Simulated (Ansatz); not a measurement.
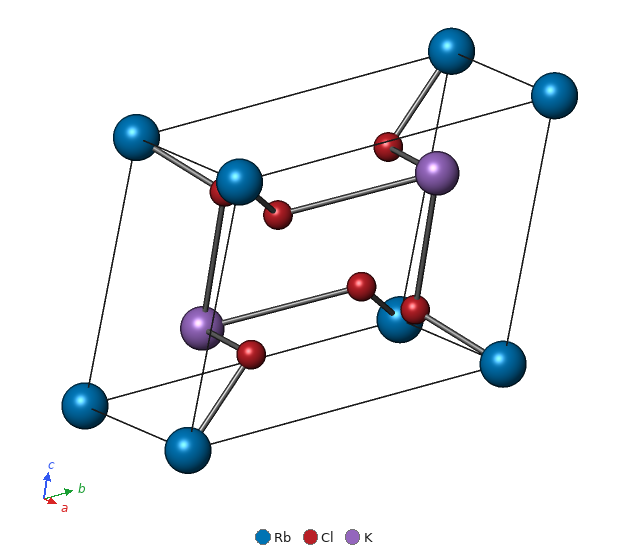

Shown here is a ball-and-stick view of the crystal, taken slightly off an axis. One simulation cell is framed, with atoms on its boundary repeated.

```xyz
9
Lattice="0.0000 5.2039 5.2039 5.2039 0.0000 5.2039 5.2039 5.2039 0.0000" Properties=species:S:1:pos:R:3 pbc="T T T"
Rb    0.0000    0.0000    0.0000
Cl    5.2039    7.9110    5.2039
Cl    2.4968    5.2039    5.2039
Cl    5.2039    2.4968    5.2039
Cl    7.9110    5.2039    5.2039
Cl    5.2039    5.2039    7.9110
Cl    5.2039    5.2039    2.4968
K     7.8059    7.8059    7.8059
K     2.6020    2.6020    2.6020
```

Setup: Ansatz, DFT, PAW plane waves, r2SCAN; wavefunction cutoff 500 eV, the zone sampled with 6×6×6 points, Gaussian smearing of 0.029 eV, no spin polarisation.

**Give the Bader charge of each element.**

K +0.92 e; Rb +0.90 e; Cl -0.46 e.

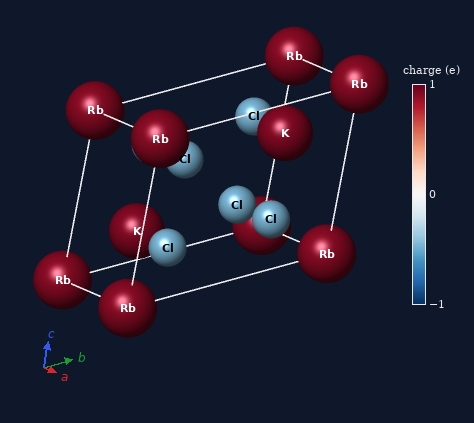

The atoms coloured by those charges.

Provenance: a generated cell, made by putting these elements into a known structure type (the compound may or may not exist in this form); not relaxed. It was run through Ansatz as a DFT input.

At this level of theory the cell isn't at rest (compressed, at 4 GPa and forces up to 2.4 eV/Å), so its distances can differ from those at equilibrium, the more so the softer the solid.
